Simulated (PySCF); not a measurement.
# GaGeH5 (SMILES [GaH2][GeH3]) at 6 levels

Wanted: a comparison of 6 runs (BLYP/def2-SVPD, PBE/def2-SVPD, SVWN5/def2-SVPD, TPSS/def2-SVPD, revPBE/def2-SVPD, CCSD(T)/def2-SVPD) of GaGeH5. The job is set up through a Python script.

Program for the calculation: PySCF 2.14.0.

1 further run of the same task is left out (set aside as unsound or not needed).

## 1. The molecule

The species is GaGeH5 (7 atoms), meant as a singlet with charge 0. SMILES: `[GaH2][GeH3]`. One bond was lengthened or shortened from a relaxed shape.

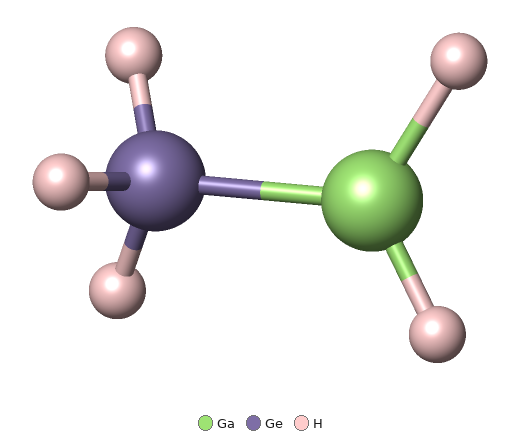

The structure, seen from a chosen angle (gallium green, germanium purple, hydrogen pink).

## 2. The energy at BLYP/def2-SVPD (run 1)

Contents of run.py:

```python
from pyscf import gto, dft

system = gto.M(
    atom=[
    ('Ga', (-0.500940, -1.210417, -0.012122)),
    ('Ge', (0.143360, 1.137083, -0.230922)),
    ('H', (0.529900, -2.354300, 0.935000)),
    ('H', (-1.827440, -1.742517, -0.666322)),
    ('H', (-0.441940, 1.806483, -1.488122)),
    ('H', (-0.380540, 1.928983, 0.985578)),
    ('H', (1.671060, 1.329783, -0.264122)),
],
    charge=0,
    basis='def2-svpd',
    verbose=3,
    max_memory=1860,
    spin=0,
)

calc0 = dft.RKS(system, xc='blyp')
calc0.conv_tol = 1e-10
calc0.grids.level = 5
calc0.kernel()
if not calc0.converged:
    calc0 = calc0.newton().run(calc0.mo_coeff, calc0.mo_occ)

e_final = calc0.e_tot
print(f'total energy: {e_final:.8f} hartree')
```

Command:

```sh
$ OMP_NUM_THREADS=1 python run.py
```

Standard output:

```text
converged SCF energy = -4004.42732254544
total energy: -4004.42732255 hartree
```

It took 23 s on 1 thread of Intel Xeon at 2.70GHz, shared host; peak memory 0.65 GiB.

## 3. The energy at PBE/def2-SVPD (run 2)

Contents of calc.py:

```python
from pyscf import gto, dft

mol = gto.M(
    atom='''
Ga    -0.946639    -2.287357    -0.022907
Ge     0.270911     2.148775    -0.436379
H      1.001366    -4.448982     1.766894
H     -3.453361    -3.292880    -1.259166
H     -0.835146     3.413758    -2.812143
H     -0.719116     3.645250     1.862472
H      3.157846     2.512926    -0.499118
''',
    max_memory=1860,
    basis='def2-svpd',
    verbose=4,
    unit='bohr',
    spin=0,
)

ks = dft.RKS(mol)
ks.xc = 'pbe'
ks.conv_tol = 1e-10
ks.grids.level = 5
ks.kernel()
if not ks.converged:
    ks = ks.newton().run(ks.mo_coeff, ks.mo_occ)

e_tot = ks.e_tot
print(f'total energy: {e_tot:.8f} hartree')
```

Command:

```sh
$ OMP_NUM_THREADS=1 python calc.py
```

Standard output:

```text
PySCF version 2.14.0

[... 78 lines left out ...]
converged SCF energy = -4003.69751718355
total energy: -4003.69751718 hartree
```

It took 23 s on 1 thread of Intel Xeon at 2.70GHz, shared host; peak memory 0.65 GiB.

Runs 3 to 5 aren't shown in full; the table further down has their settings and results.

## 4. The energy at CCSD(T)/def2-SVPD (run 6)

Contents of start.xyz:

```xyz
7
GaGeH5
Ga    -0.500940    -1.210417    -0.012122
Ge     0.143360     1.137083    -0.230922
H      0.529900    -2.354300     0.935000
H     -1.827440    -1.742517    -0.666322
H     -0.441940     1.806483    -1.488122
H     -0.380540     1.928983     0.985578
H      1.671060     1.329783    -0.264122
```

Contents of run.py:

```python
from pyscf import gto, cc

molecule = gto.M(
    atom='start.xyz',
    max_memory=1860,
    basis='def2-svpd',
    verbose=3,
)

calc0 = molecule.RHF()
calc0.conv_tol = 1e-10
calc0.kernel()
if not calc0.converged:
    calc0 = calc0.newton().run(calc0.mo_coeff, calc0.mo_occ)

mycc = cc.CCSD(calc0, frozen=18)
mycc.kernel()
e_t = mycc.ccsd_t()
e_final = mycc.e_tot + e_t
print('E(%s) = %.9f' % ('CCSD(T)', e_final))
```

Command:

```sh
$ OMP_NUM_THREADS=1 python run.py
```

Standard output:

```text
converged SCF energy = -4000.98467229027
E(CCSD) = -4001.468381096679  E_corr = -0.4837088064084559
CCSD(T) correction = -0.0147684415638395
E(CCSD(T)) = -4001.483149538
```

It took 82 s on 1 thread of Intel Xeon at 2.70GHz, shared host; peak memory 0.9 GiB.

## 5. Overview of the runs

```csv
run,level,integration grid,frozen core orbitals,energy (Eh),dipole moment (D) of the reference,HOMO energy (eV),LUMO energy (eV),wall time
1,BLYP/def2-SVPD,5,–,-4004.427323,0.45,-6.44,-2.89,23 s
2,PBE/def2-SVPD,5,–,-4003.697517,0.43,-6.57,-2.94,23 s
3,SVWN5/def2-SVPD,5,–,-3998.097362,0.39,-6.65,-3.16,14 s
4,TPSS/def2-SVPD,5,–,-4004.303522,0.45,-6.70,-2.79,40 s
5,revPBE/def2-SVPD,5,–,-4004.020554,0.45,-6.53,-2.84,23 s
6,CCSD(T)/def2-SVPD,–,18,-4001.483150,0.51,-10.03,0.63,82 s
```

## 6. Results

| quantity | value |
| --- | --- |
| run 6: total energy | -4001.48315 Eh |
| run 6: dipole moment (Hartree–Fock density) | 0.51 D |
| run 6: HOMO energy (Hartree–Fock orbitals) | -10.03 eV |
| run 6: LUMO energy (Hartree–Fock orbitals) | 0.63 eV |
| run 6: HOMO–LUMO gap (Hartree–Fock orbitals) | 10.66 eV |
| run 6: correlation energy (18 core orbitals frozen) | -498.5 mEh |
| run 6: (T) correction | -14.77 mEh |
| run 6: T1 diagnostic | 0.011 |

**Reading.** Over runs 1, 2, 3, 4, 5 the dipole moment (its size) runs from 0.39 D (SVWN5/def2-SVPD) to 0.45 D (BLYP/def2-SVPD). Over runs 1, 2, 3, 4, 5 the HOMO–LUMO gap runs from 3.49 eV (SVWN5/def2-SVPD) to 3.91 eV (TPSS/def2-SVPD). Totals of different functionals can't be ranked against each other. All runs together took 3.4 min, the longest 82 s.
